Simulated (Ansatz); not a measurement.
# A computed series for CuPt: pressure series

Base system: CuPt (space group R-3m, No. 166; a = 2.6985 Å, c = 12.7497 Å (hexagonal axes); a cell from a computed database, its experimental status unchecked).

Cell and atoms are relaxed at each pressure.

Computed with PBEsol (Ansatz, an electronic-structure program, PAW, no spin-orbit coupling).

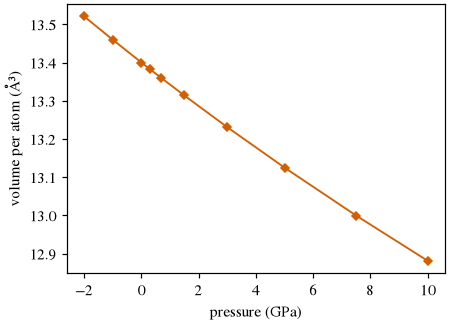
*Volume per atom against pressure*

### Question
From the plot, what is the volume per atom for pressure 0.7 GPa?

### Answer
About 13.36 Å³.

### Question
Is the trend monotonic over the range shown?

### Answer
Yes, it falls throughout, spanning 12.88 Å³ to 13.52 Å³.

Load acts through the strain it causes; cell and atoms are relaxed under it. No phonon test of stability was made. No other phases were tried under pressure. All final runs are without spin polarisation.
